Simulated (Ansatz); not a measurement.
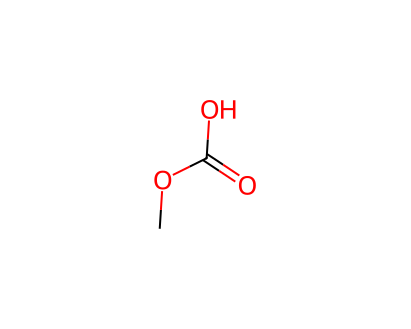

Skeletal drawing of a molecule.

Transcribe the drawing into SMILES.

COC(=O)O

What is the molecular formula?

C2H4O3.

An optimisation with PBE0-D4/def2-TZVP gave a structure of which point group?

Cs.

More results for the same structure follow; atom numbers are the same in all pictures, views and colours differ. The geometry was computed by an optimisation with PBE0-D4/def2-TZVP.

Geometry

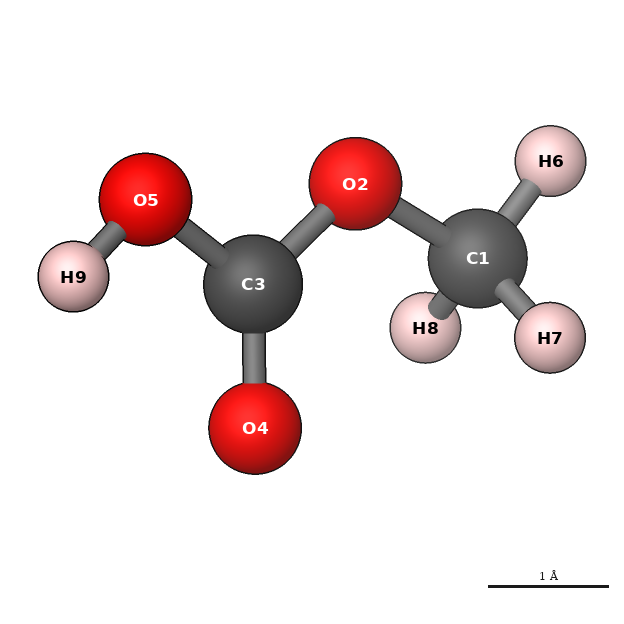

The atoms are numbered.

What are the angles O2–C1–H6, O2–C1–H7, C1–O2–C3, O2–C3–O4, O2–C3–O5, O4–C3–O5, C3–O5–H9?

```json
{"angle": "O2–C1–H6", "degrees": "105.6"}
{"angle": "O2–C1–H7", "degrees": "110.6"}
{"angle": "C1–O2–C3", "degrees": "114.6"}
{"angle": "O2–C3–O4", "degrees": "126.4"}
{"angle": "O2–C3–O5", "degrees": "108.5"}
{"angle": "O4–C3–O5", "degrees": "125.1"}
{"angle": "C3–O5–H9", "degrees": "106.1"}
```

Vibrations

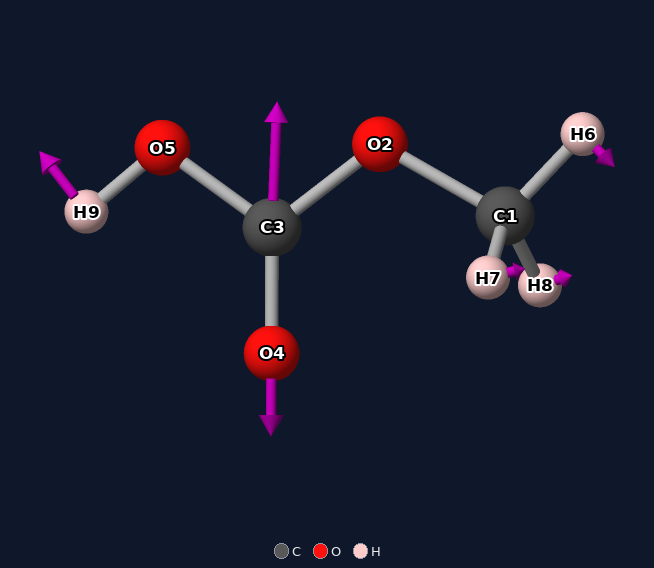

The arrows show one normal mode. Harmonic vibrations computed with RKS PBE0-D4/def2-TZVP (Ansatz 0.2.0) at a stationary point of the same level.

At what wavenumber does it lie?

1849 cm⁻¹; it is mode 17 of 21 counted from the lowest.

Electronic properties

Method: RKS revPBE-D4/def2-TZVPP (Ansatz 0.2.0).

Predict the main results.

- HOMO energy (Kohn–Sham orbital): −6.70 eV
- LUMO energy (Kohn–Sham orbital): 0.05 eV
- HOMO–LUMO gap: 6.75 eV
- dispersion correction: −48.5 kJ/mol

Dipole moment

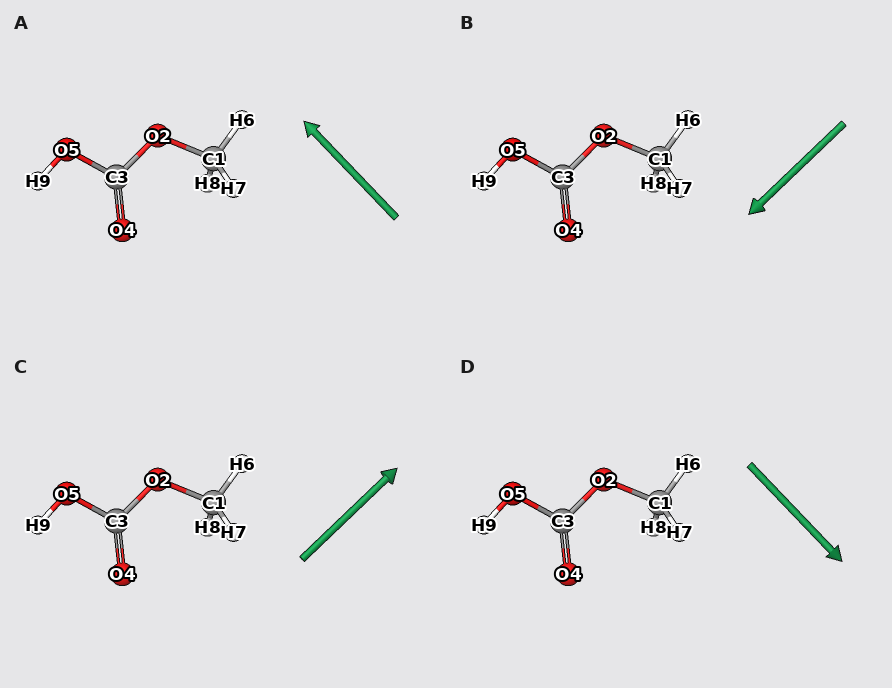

The same molecule four times, each with an arrow. Level of theory: RKS ωB97M-V/def2-TZVPP (Ansatz 0.2.0).

Which arrow points along the dipole moment, from the negative to the positive end?

C. The dipole moment is 0.64 D; it points from the side of H9 to the side of H6 (the outermost atoms at the two ends).
